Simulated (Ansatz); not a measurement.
## Fields on a plane of BaHI (space group P4/nmm)

```yaml
crystal:
  lattice:
    - [4.62120, 0.00000, 0.00000]
    - [0.00000, 4.62120, 0.00000]
    - [0.00000, 0.00000, 7.39323]
  atoms:
    - { symbol: Ba, position: [0.50000, 0.00000, 0.82632] }
    - { symbol: Ba, position: [0.00000, 0.50000, 0.17368] }
    - { symbol: H, position: [0.50000, 0.50000, 0.00000] }
    - { symbol: H, position: [0.00000, 0.00000, 0.00000] }
    - { symbol: I, position: [0.00000, 0.50000, 0.66062] }
    - { symbol: I, position: [0.50000, 0.00000, 0.33938] }
```

The slice is a (0 -1 1) plane (indices of the conventional cell) through the point (0.500, 0.500, 0.000) (fractional), spanned by u = [100] and v = [011] in vectors of this cell: u (4.62 Å) and v (8.72 Å, at 90° to u). It covers one period; positions are fractions (u, v).

Atoms on it: H at (0.00, 0.00). Other atoms lie within 1 Å of the plane.

All values below come from LDA (plane waves to 420 eV, PAW, scalar-relativistic; Ansatz, a first-principles code). k mesh 7×7×5. These are valence fields of a PAW run, semicore shells included where kept as valence: close to a nucleus they are smooth pseudo fields. BaHI was relaxed with its symmetry unable to fall. Spin-orbit coupling is left out, though I is heavy.

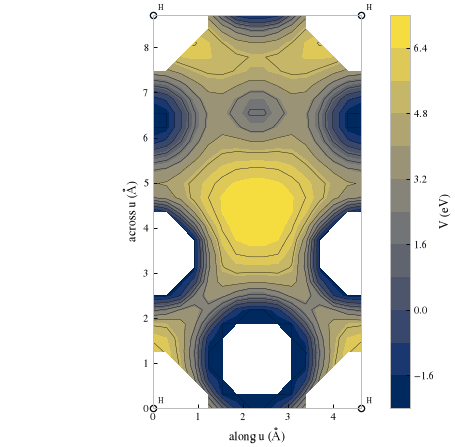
Electrostatic potential energy of an electron, from the cell's mean, in eV, one period of the plane, atoms marked. Points within 1 Å of a nucleus are left white, as the pseudised field means little there. Values under -2 eV are set to -2. The zero, the cell's mean, hangs on the PAW cores.

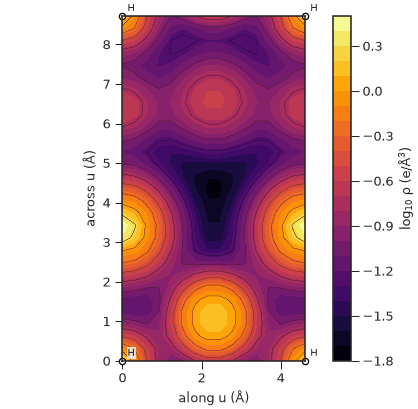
Fig. 1. Log₁₀ of the valence density in e/Å³, one period of the plane, atoms marked. The scale is logarithmic, as a density can span decades between atoms and voids.
